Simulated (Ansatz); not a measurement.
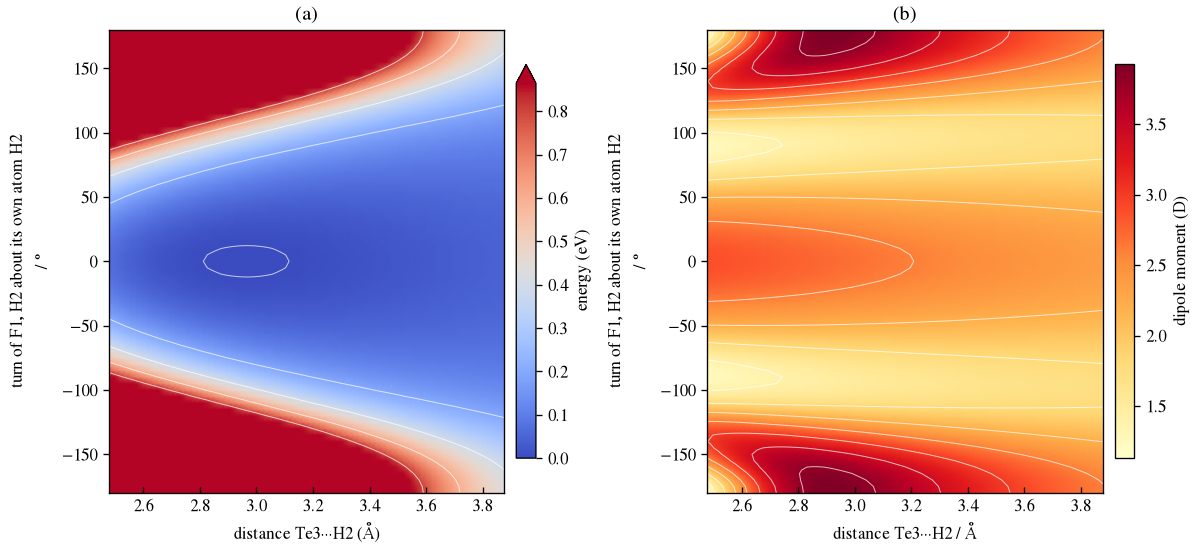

The pair FH···H₂Te. The turn is about an axis along (−0.87, 0.47, −0.17) in the frame of the relaxed pair, normal to the line between the partners. Coordinates scanned: (1) distance Te3···H2; (2) turn of F1, H2 about its own atom H2. The scan uses a 15 × 15 grid; 120 points were computed and 105 follow by symmetry. Points are written as (first, second). Energies are in eV, from the lowest grid point. Computed with Ansatz 0.2.0, RHF/def2-TZVPD.

Panel (a) is the energy; panel (b) is the computed dipole moment, in D.

The picture shows a smooth colour map with a few white contour lines, one colour for all values above the top of the scale. Between grid points the surface is interpolated.

**How does the dipole moment vary over the map, and what is it at the lowest grid point?**

Leaving out the highest fifth of the energies, it runs from 1.26 D at (2.477 Å, −84°) to 3.32 D at (3.351 Å, −180°). At the lowest grid point, (3.007 Å, −12°), it is 2.65 D.
